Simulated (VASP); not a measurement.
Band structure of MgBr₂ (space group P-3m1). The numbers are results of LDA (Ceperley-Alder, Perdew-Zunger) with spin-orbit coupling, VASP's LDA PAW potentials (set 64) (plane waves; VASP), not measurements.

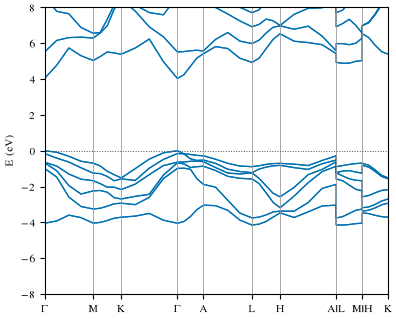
Bands along high-symmetry lines, zero at the valence-band maximum or, without a gap, the Fermi level

Q: Read the plot: is there a gap, and where are the band edges?

A: The gap is direct, 4.03 eV, from the valence maximum at Γ to the conduction minimum at Γ.

The structure comes from a computed database's MgBr2 entry (P-3m1); how it stands against other phases isn't given here. It was relaxed first, which changed the volume by -10 %.
